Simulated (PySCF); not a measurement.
C6H6N2O2Sn: geometry relaxation

- system: C6H6N2O2Sn (Sn(vinyl)2(NCO)2), SMILES C=[CH][Sn]([CH]=C)([N]=C=O)[N]=C=O
- method: PBE0-D3(BJ)/def2-SVP geometry optimisation, gas phase (PySCF 2.14.0)

It belongs to a series of runs on one base structure; here: two ligands: Cl to NCO.

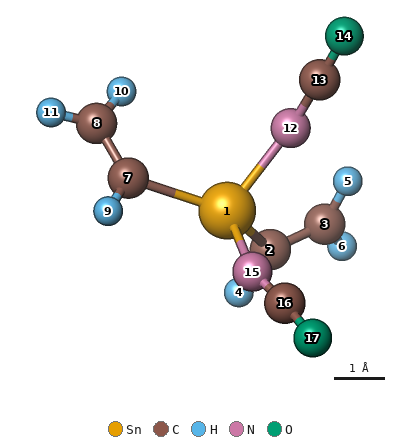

Fig. 1: The input geometry (ball-and-stick view, seen at a tilt; atoms are numbered from 1 in the order of the input). Sticks mark near contacts.

### Key numbers

| quantity | value |
| --- | --- |
| outcome | converged |
| total energy | −705.582147 hartree |
| dipole moment | 5.32 D |
| point group | C1 |
| hardware | 1 CPU thread, shared host |
| wall time | 10 min |
| peak memory | 0.9 GiB |

### Input
```
{"job": {"xc": "PBE0", "basis": "def2-SVP", "d3": "d3bj", "grid": 1, "maxiter": 30, "shake": 0.03, "kind": "geom"}, "charge": 0, "multiplicity": 1}
Sn     0.233660    -0.362550     0.013630
C     -0.187460    -0.468480     2.135930
C     -1.157400     0.233200     2.740760
H      0.559610    -1.162840     2.640730
H     -1.731910     0.932760     2.221780
H     -1.278280     0.136970     3.820900
C      2.022120     0.022570    -1.146630
C      2.679920     1.191890    -1.244990
H      2.312110    -0.836270    -1.625350
H      2.309640     2.054830    -0.674190
H      3.490530     1.269160    -1.818410
N     -1.154030     1.140150    -0.494980
C     -1.905850     1.858210    -1.260620
O     -2.528030     2.550400    -1.840940
N     -0.514300    -2.017930    -0.858860
C     -1.255400    -2.821990    -1.109250
O     -1.923480    -3.720680    -1.439240
```

The first line tells a small driver script what to run in PySCF; the rest is the geometry in Å.

Run as:
```bash
OMP_NUM_THREADS=1 python <driver script> task.json out
```

### Log
```
step   0  E = -705.51874451  max force = 0.180681
step   1  E = -705.57408753  max force = 0.045935
step   2  E = -705.57973782  max force = 0.007632
step   3  E = -705.58037498  max force = 0.005137
step   4  E = -705.58088138  max force = 0.003530
step   5  E = -705.58104559  max force = 0.001868
step   6  E = -705.58121715  max force = 0.001973
step   7  E = -705.58127975  max force = 0.001607
step   8  E = -705.58133300  max force = 0.001175
step   9  E = -705.58141653  max force = 0.002069
step  10  E = -705.58151813  max force = 0.003877
step  11  E = -705.58167097  max force = 0.003510
step  12  E = -705.58188240  max force = 0.002279
step  13  E = -705.58195352  max force = 0.001004
step  14  E = -705.58199960  max force = 0.001538
step  15  E = -705.58203788  max force = 0.001750
step  16  E = -705.58208025  max force = 0.001406
step  17  E = -705.58211160  max force = 0.001426
step  18  E = -705.58213452  max force = 0.000988
step  19  E = -705.58214708  max force = 0.000388
optimisation converged
```

### Trajectory as extended XYZ (Å, eV, eV/Å), 13 of the 20 frames kept, from step=0 to step=19
```
17
Properties=species:S:1:pos:R:3:forces:R:3 step=0 energy=-19198.14290
Sn    0.2337   -0.3625    0.0136   -1.0426   1.7411  -0.3185
C    -0.1875   -0.4685    2.1359    1.2380  -0.6440  -0.2089
C    -1.1574    0.2332    2.7408    2.0825  -1.6215   0.6820
H     0.5596   -1.1628    2.6407   -1.2158   0.7839  -0.0980
H    -1.7319    0.9328    2.2218   -1.2994   1.2522  -1.0736
H    -1.2783    0.1370    3.8209   -0.1991   0.0104   0.1496
C     2.0221    0.0226   -1.1466   -0.9921   2.5617   1.9517
C     2.6799    1.1919   -1.2450   -4.5501  -1.1442   3.0736
H     2.3121   -0.8363   -1.6254    1.0661  -2.4003  -1.6157
H     2.3096    2.0548   -0.6742    0.2836   0.0545  -0.2572
H     3.4905    1.2692   -1.8184    3.7616   0.5507  -2.6681
N    -1.1540    1.1401   -0.4950   -2.9926   2.6727  -3.1578
C    -1.9059    1.8582   -1.2606    9.2910  -9.1640   8.6202
O    -2.5280    2.5504   -1.8409   -5.4292   5.6874  -5.0078
N    -0.5143   -2.0179   -0.8589    6.5289   7.3805   2.5175
C    -1.2554   -2.8220   -1.1093   -5.5569  -7.0729  -2.4849
O    -1.9235   -3.7207   -1.4392   -0.9737  -0.6482  -0.1040
17
Properties=species:S:1:pos:R:3:forces:R:3 step=2 energy=-19199.80261
Sn    0.2028   -0.3287    0.0016   -0.3925   0.0739  -0.0179
C    -0.1074   -0.4560    2.0945    0.2591  -0.0201  -0.2183
C    -1.0607    0.2461    2.7072   -0.0195  -0.1332  -0.0065
H     0.5494   -1.1316    2.6439    0.0239  -0.0817   0.2058
H    -1.7310    0.9182    2.1625    0.0221   0.0626  -0.0184
H    -1.2219    0.1412    3.7869   -0.0166   0.0591  -0.0165
C     1.9698    0.0307   -1.0954    0.0715  -0.1706   0.1151
C     2.5907    1.2084   -1.1612   -0.2683  -0.0445   0.0979
H     2.3342   -0.8389   -1.6496    0.1023  -0.0288  -0.0779
H     2.2107    2.0790   -0.6186    0.1037   0.1156  -0.0162
H     3.4801    1.3515   -1.7789    0.0977   0.0502  -0.0473
N    -1.1092    1.1426   -0.4723    0.2212  -0.2087   0.3270
C    -1.7797    1.7937   -1.2199   -0.0135   0.0572  -0.0628
O    -2.4460    2.4617   -1.9059   -0.2780   0.2573  -0.2872
N    -0.5364   -2.0047   -0.8727    0.1947   0.1184   0.0579
C    -1.3210   -2.8722   -1.1367   -0.1650  -0.2018  -0.0673
O    -2.0529   -3.7414   -1.4253    0.0571   0.0951   0.0327
17
Properties=species:S:1:pos:R:3:forces:R:3 step=3 energy=-19199.81995
Sn    0.1798   -0.3373    0.0008   -0.0867  -0.1128  -0.2073
C    -0.0586   -0.4969    2.0875   -0.0026   0.1026  -0.0687
C    -1.0132    0.2473    2.6473   -0.1008  -0.0052   0.1097
H     0.5658   -1.1778    2.6717    0.0125  -0.0293   0.0381
H    -1.6366    0.9224    2.0468    0.0379  -0.0074   0.0821
H    -1.2233    0.1998    3.7225    0.0125   0.0197   0.0013
C     1.9589    0.0150   -1.0755   -0.0078   0.0395   0.0771
C     2.5506    1.2102   -1.1136    0.2641  -0.0044  -0.2314
H     2.3536   -0.8344   -1.6502   -0.0004   0.1091   0.0597
H     2.1946    2.0981   -0.5803   -0.1094  -0.0773   0.0550
H     3.4500    1.3671   -1.7251   -0.0403  -0.0008   0.0534
N    -1.1299    1.1501   -0.4519   -0.0127   0.0346   0.0640
C    -1.8003    1.8110   -1.1994   -0.1746   0.1163  -0.2469
O    -2.4714    2.4787   -1.8933    0.2066  -0.1692   0.2289
N    -0.5472   -2.0138   -0.8754   -0.0961  -0.2006  -0.0745
C    -1.3323   -2.8873   -1.1359    0.0973   0.2263   0.0808
O    -2.0692   -3.7526   -1.4158    0.0004  -0.0412  -0.0214
17
Properties=species:S:1:pos:R:3:forces:R:3 step=5 energy=-19199.83820
Sn    0.1503   -0.3423   -0.0315   -0.0390  -0.0364  -0.0563
C    -0.0729   -0.4919    2.0639    0.0276  -0.0062   0.0481
C    -0.9897    0.2492    2.6906    0.0306   0.0189  -0.0008
H     0.5607   -1.1886    2.6241   -0.0145  -0.0015  -0.0243
H    -1.6308    0.9575    2.1541    0.0023  -0.0103  -0.0170
H    -1.1341    0.1801    3.7750   -0.0003  -0.0070   0.0055
C     1.9599    0.0222   -1.0617    0.0356  -0.0093  -0.0050
C     2.5501    1.2181   -1.1012   -0.0264   0.0240   0.0225
H     2.3838   -0.8269   -1.6099    0.0135  -0.0109   0.0158
H     2.1427    2.0920   -0.5809    0.0164   0.0142  -0.0100
H     3.4722    1.3847   -1.6714   -0.0232  -0.0109   0.0115
N    -1.1521    1.1442   -0.4843   -0.0172   0.0124   0.0657
C    -1.8111    1.8043   -1.2421   -0.0579   0.0663  -0.0960
O    -2.4688    2.4783   -1.9381    0.0397  -0.0435   0.0481
N    -0.5618   -2.0235   -0.9088    0.0283  -0.0221  -0.0133
C    -1.3473   -2.8945   -1.1679   -0.0175   0.0223   0.0079
O    -2.0797   -3.7635   -1.4496    0.0023  -0.0001  -0.0024
17
Properties=species:S:1:pos:R:3:forces:R:3 step=6 energy=-19199.84287
Sn    0.1264   -0.3576   -0.0584   -0.0131  -0.0203   0.0238
C    -0.0612   -0.5068    2.0417   -0.0135  -0.0228   0.0485
C    -0.9397    0.2558    2.6968    0.0244  -0.0114  -0.0440
H     0.5684   -1.2204    2.5833    0.0179  -0.0167  -0.0047
H    -1.5803    0.9733    2.1737   -0.0195   0.0326  -0.0042
H    -1.0562    0.1912    3.7849    0.0065  -0.0054  -0.0030
C     1.9581    0.0243   -1.0398   -0.0081   0.0587  -0.0036
C     2.5223    1.2335   -1.0637   -0.0499  -0.0080   0.0236
H     2.4223   -0.8181   -1.5622    0.0370  -0.0394  -0.0064
H     2.0775    2.1047   -0.5699   -0.0005  -0.0035  -0.0011
H     3.4625    1.4132   -1.5949    0.0432   0.0108  -0.0264
N    -1.1741    1.1353   -0.4946    0.0298  -0.0488   0.0896
C    -1.8241    1.7974   -1.2584    0.0162   0.0107  -0.0005
O    -2.4728    2.4757   -1.9551   -0.0750   0.0602  -0.0803
N    -0.5781   -2.0367   -0.9432    0.1015   0.0906   0.0206
C    -1.3715   -2.9001   -1.1994   -0.0908  -0.0983  -0.0333
O    -2.1083   -3.7654   -1.4803   -0.0058   0.0109   0.0014
17
Properties=species:S:1:pos:R:3:forces:R:3 step=8 energy=-19199.84602
Sn    0.1101   -0.3827   -0.0750    0.0604   0.0049   0.0331
C    -0.0491   -0.5491    2.0266   -0.0219  -0.0219  -0.0071
C    -0.8799    0.2530    2.6958    0.0060   0.0068   0.0041
H     0.5662   -1.2874    2.5522   -0.0094  -0.0014   0.0017
H    -1.4996    0.9978    2.1836   -0.0041  -0.0032   0.0071
H    -0.9749    0.1983    3.7867    0.0000  -0.0049  -0.0024
C     1.9611    0.0388   -1.0098   -0.0185   0.0149  -0.0264
C     2.4844    1.2664   -1.0293   -0.0182  -0.0029  -0.0085
H     2.4816   -0.7951   -1.4940    0.0057  -0.0077   0.0133
H     1.9880    2.1303   -0.5737   -0.0072  -0.0047   0.0048
H     3.4428    1.4696   -1.5201    0.0119   0.0056  -0.0093
N    -1.1965    1.1142   -0.4840   -0.0324   0.0456  -0.0098
C    -1.8376    1.7761   -1.2586    0.0507  -0.0572   0.0447
O    -2.4803    2.4508   -1.9649   -0.0307   0.0298  -0.0285
N    -0.5885   -2.0474   -0.9884    0.0398   0.0000  -0.0041
C    -1.4006   -2.8936   -1.2500   -0.0362  -0.0122  -0.0095
O    -2.1557   -3.7406   -1.5368    0.0041   0.0085  -0.0033
17
Properties=species:S:1:pos:R:3:forces:R:3 step=10 energy=-19199.85106
Sn    0.1409   -0.4194   -0.0505   -0.0824   0.0723   0.0067
C    -0.0631   -0.6682    2.0415    0.0979  -0.0581  -0.0391
C    -0.8278    0.1748    2.7373   -0.0602   0.0414  -0.0613
H     0.4954   -1.4681    2.5392   -0.0162  -0.0095   0.0157
H    -1.3846    0.9778    2.2390   -0.0057  -0.0092   0.0677
H    -0.9340    0.0930    3.8257   -0.0031  -0.0053  -0.0210
C     1.9839    0.0913   -0.9559    0.0049  -0.0722   0.0325
C     2.3878    1.3594   -1.0508    0.1181   0.0264  -0.1183
H     2.6058   -0.7265   -1.3434   -0.0378   0.0707   0.0271
H     1.7914    2.2056   -0.6924   -0.0259  -0.0253   0.0226
H     3.3471    1.6153   -1.5212   -0.0701  -0.0080   0.0372
N    -1.1820    1.0846   -0.4161    0.0388   0.0570  -0.0084
C    -1.7984    1.7370   -1.2198   -0.1035   0.0410  -0.1102
O    -2.4257    2.3986   -1.9560    0.1135  -0.0903   0.1388
N    -0.5451   -2.0341   -1.0613   -0.0976  -0.1969  -0.0333
C    -1.4079   -2.8196   -1.3628    0.1190   0.1994   0.0464
O    -2.2123   -3.6019   -1.6923    0.0103  -0.0334  -0.0030
17
Properties=species:S:1:pos:R:3:forces:R:3 step=11 energy=-19199.85522
Sn    0.1631   -0.4245   -0.0319   -0.1195   0.0628  -0.0039
C    -0.0743   -0.7265    2.0489    0.0990  -0.0376  -0.0254
C    -0.8263    0.1149    2.7609   -0.0557   0.0184  -0.0402
H     0.4524   -1.5571    2.5310   -0.0118  -0.0052   0.0080
H    -1.3585    0.9493    2.2884    0.0064  -0.0153   0.0361
H    -0.9491   -0.0034    3.8441   -0.0048  -0.0015  -0.0120
C     1.9970    0.1215   -0.9310    0.0124  -0.0566   0.0546
C     2.3344    1.4028   -1.0870    0.1302   0.0258  -0.1201
H     2.6638   -0.6832   -1.2668   -0.0312   0.0728   0.0176
H     1.6880    2.2317   -0.7782   -0.0224  -0.0256   0.0197
H     3.2854    1.6859   -1.5587   -0.0677  -0.0079   0.0355
N    -1.1600    1.0859   -0.3785    0.0533   0.0501  -0.0095
C    -1.7619    1.7367   -1.1950   -0.1321   0.0735  -0.1301
O    -2.3771    2.3979   -1.9420    0.1241  -0.1071   0.1523
N    -0.5072   -2.0207   -1.0846   -0.1046  -0.1805  -0.0274
C    -1.3889   -2.7775   -1.4053    0.1250   0.1764   0.0478
O    -2.2093   -3.5345   -1.7540   -0.0006  -0.0425  -0.0031
17
Properties=species:S:1:pos:R:3:forces:R:3 step=13 energy=-19199.86291
Sn    0.1916   -0.4012   -0.0035   -0.0180   0.0145  -0.0262
C    -0.0829   -0.7998    2.0533   -0.0171   0.0227   0.0165
C    -0.8668   -0.0065    2.7875    0.0020  -0.0476   0.0262
H     0.4117   -1.6668    2.5041    0.0189   0.0068  -0.0094
H    -1.3868    0.8607    2.3659    0.0175  -0.0026  -0.0440
H    -1.0301   -0.2028    3.8534   -0.0020   0.0016   0.0140
C     2.0166    0.1858   -0.8963   -0.0131   0.0159   0.0155
C     2.2705    1.4642   -1.1824   -0.0061  -0.0023   0.0036
H     2.7409   -0.5962   -1.1473    0.0209  -0.0135   0.0068
H     1.5628    2.2701   -0.9584   -0.0103  -0.0109  -0.0007
H     3.2060    1.7648   -1.6670    0.0157   0.0061  -0.0083
N    -1.1223    1.1223   -0.3209    0.0297  -0.0018  -0.0255
C    -1.7128    1.7774   -1.1430   -0.0282   0.0160   0.0181
O    -2.3132    2.4494   -1.8886   -0.0015  -0.0080  -0.0030
N    -0.4363   -1.9996   -1.0884    0.0062   0.0470   0.0300
C    -1.3274   -2.7363   -1.4238   -0.0137  -0.0516  -0.0142
O    -2.1499   -3.4862   -1.7843   -0.0010   0.0078   0.0004
17
Properties=species:S:1:pos:R:3:forces:R:3 step=14 energy=-19199.86416
Sn    0.1887   -0.3904   -0.0090    0.0336  -0.0220   0.0148
C    -0.0730   -0.7947    2.0482   -0.0350   0.0007   0.0138
C    -0.8735   -0.0180    2.7818    0.0129  -0.0214   0.0124
H     0.4353   -1.6558    2.4953    0.0194   0.0122  -0.0047
H    -1.4030    0.8402    2.3537   -0.0013   0.0044  -0.0156
H    -1.0382   -0.2148    3.8475   -0.0002  -0.0006   0.0047
C     2.0190    0.1889   -0.8939   -0.0063   0.0149  -0.0147
C     2.2718    1.4652   -1.1894   -0.0427   0.0004   0.0231
H     2.7464   -0.5934   -1.1342    0.0215  -0.0214   0.0135
H     1.5557    2.2663   -0.9755    0.0066   0.0128  -0.0100
H     3.2091    1.7673   -1.6685    0.0265   0.0097  -0.0142
N    -1.1229    1.1327   -0.3248    0.0042   0.0135  -0.0468
C    -1.7232    1.7893   -1.1388    0.0243  -0.0359   0.0791
O    -2.3312    2.4627   -1.8757   -0.0395   0.0304  -0.0471
N    -0.4344   -1.9984   -1.0807    0.0097   0.0606   0.0175
C    -1.3194   -2.7444   -1.4104   -0.0368  -0.0727  -0.0291
O    -2.1358   -3.5035   -1.7654    0.0032   0.0147   0.0033
17
Properties=species:S:1:pos:R:3:forces:R:3 step=16 energy=-19199.86635
Sn    0.2089   -0.3685   -0.0042    0.0376  -0.0383   0.0498
C    -0.0463   -0.8189    2.0457    0.0027  -0.0271  -0.0302
C    -0.8923   -0.1004    2.7862   -0.0057   0.0328  -0.0083
H     0.5054   -1.6625    2.4743    0.0021   0.0105   0.0216
H    -1.4556    0.7388    2.3620   -0.0102  -0.0063   0.0263
H    -1.0597   -0.3229    3.8467    0.0035  -0.0007  -0.0079
C     2.0422    0.2414   -0.8628   -0.0022  -0.0063  -0.0136
C     2.2428    1.5035   -1.2472    0.0109  -0.0074  -0.0068
H     2.8224   -0.5158   -1.0030   -0.0101   0.0217   0.0077
H     1.4791    2.2805   -1.1323   -0.0034  -0.0010   0.0039
H     3.1880    1.8169   -1.7056   -0.0053   0.0037   0.0000
N    -1.1177    1.1435   -0.3048    0.0029   0.0154  -0.0608
C    -1.7603    1.7921   -1.0920    0.0203  -0.0587   0.0723
O    -2.4078    2.4551   -1.8045   -0.0262   0.0354  -0.0342
N    -0.4001   -1.9775   -1.0843   -0.0565   0.0026  -0.0261
C    -1.2815   -2.7247   -1.4246    0.0380   0.0318   0.0039
O    -2.0960   -3.4812   -1.7893    0.0015  -0.0079   0.0023
17
Properties=species:S:1:pos:R:3:forces:R:3 step=17 energy=-19199.86721
Sn    0.2271   -0.3609    0.0027   -0.0036  -0.0254   0.0427
C    -0.0295   -0.8203    2.0512    0.0267  -0.0151  -0.0390
C    -0.9065   -0.1330    2.7852   -0.0137   0.0317  -0.0093
H     0.5528   -1.6402    2.4852   -0.0071   0.0047   0.0231
H    -1.4979    0.6847    2.3571   -0.0048  -0.0079   0.0249
H    -1.0729   -0.3613    3.8446    0.0035  -0.0007  -0.0072
C     2.0556    0.2641   -0.8553    0.0043  -0.0198   0.0097
C     2.2303    1.5170   -1.2799    0.0337   0.0015  -0.0201
H     2.8575   -0.4772   -0.9539   -0.0157   0.0305  -0.0051
H     1.4464    2.2783   -1.2027   -0.0075  -0.0047   0.0052
H     3.1749    1.8384   -1.7356   -0.0240  -0.0043   0.0093
N    -1.1103    1.1411   -0.3001    0.0243  -0.0055  -0.0306
C    -1.7831    1.7834   -1.0656   -0.0173  -0.0156   0.0145
O    -2.4573    2.4404   -1.7596    0.0055   0.0070  -0.0015
N    -0.3846   -1.9652   -1.0824   -0.0733  -0.0316  -0.0437
C    -1.2605   -2.7158   -1.4302    0.0668   0.0648   0.0277
O    -2.0706   -3.4742   -1.8005    0.0023  -0.0096  -0.0007
17
Properties=species:S:1:pos:R:3:forces:R:3 step=19 energy=-19199.86817
Sn    0.2434   -0.3653    0.0111   -0.0200  -0.0071   0.0057
C    -0.0115   -0.8101    2.0623    0.0089   0.0062  -0.0013
C    -0.9133   -0.1406    2.7834   -0.0016   0.0016   0.0009
H     0.5964   -1.5993    2.5175   -0.0042  -0.0042  -0.0005
H    -1.5333    0.6506    2.3471    0.0014  -0.0001  -0.0018
H    -1.0722   -0.3605    3.8456    0.0005   0.0008   0.0004
C     2.0644    0.2739   -0.8514    0.0032  -0.0021   0.0134
C     2.2105    1.5213   -1.3022    0.0062   0.0067  -0.0072
H     2.8843   -0.4483   -0.9314    0.0007   0.0022  -0.0071
H     1.4072    2.2637   -1.2406   -0.0025  -0.0014  -0.0019
H     3.1472    1.8570   -1.7627   -0.0075  -0.0042   0.0045
N    -1.0986    1.1273   -0.3069    0.0130  -0.0027   0.0004
C    -1.7976    1.7655   -1.0505   -0.0199   0.0189  -0.0185
O    -2.4922    2.4208   -1.7268    0.0147  -0.0161   0.0143
N    -0.3770   -1.9595   -1.0814   -0.0093  -0.0024  -0.0140
C    -1.2425   -2.7162   -1.4377    0.0163   0.0038   0.0138
O    -2.0435   -3.4810   -1.8153    0.0001   0.0001  -0.0010
```

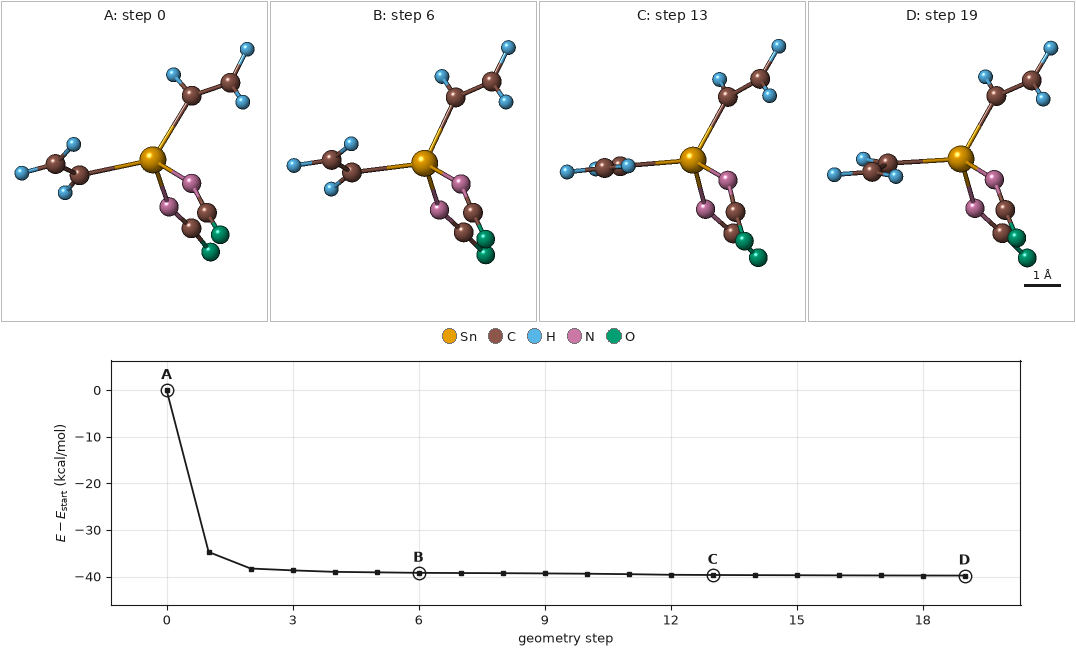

Fig. 2: Frames of the relaxation (ball-and-stick view, seen at a tilt) above the curves, on which the letters mark them (steps are counted from 0).

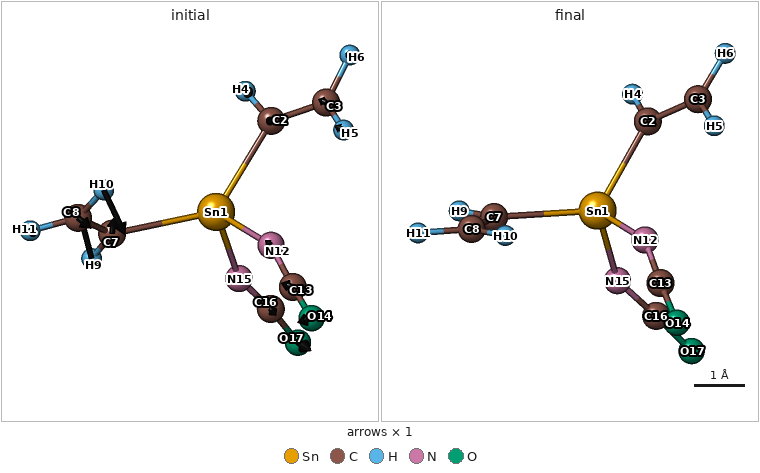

Fig. 3: Before (left) and after (right) the relaxation, at one scale (ball-and-stick view, seen at a tilt). The black arrows give the displacements, at true length. H10 moves most after the best rigid fit: 1.02 Å. Largest moves by element: H 1.02 Å, O 0.43 Å, C 0.36 Å, N 0.16 Å, Sn 0.04 Å. Among the contacts that change: C8–H11 0.996 → 1.096 Å, N12–C13 1.291 → 1.204 Å, N15–C16 1.122 → 1.204 Å, Sn1–N12 2.108 → 2.032 Å. Among the angles that change: C2–Sn1–C7 133.9° → 124.3°, Sn1–C2–H4 109.7° → 119.2°, Sn1–C7–H9 109.6° → 118.4°. After 19 geometry steps the energy has fallen by 39.8 kcal/mol. Largest force component: 9.3 eV/Å at the start, 0.02 eV/Å at the end. (Atoms are counted from 1 in the order of the input.)
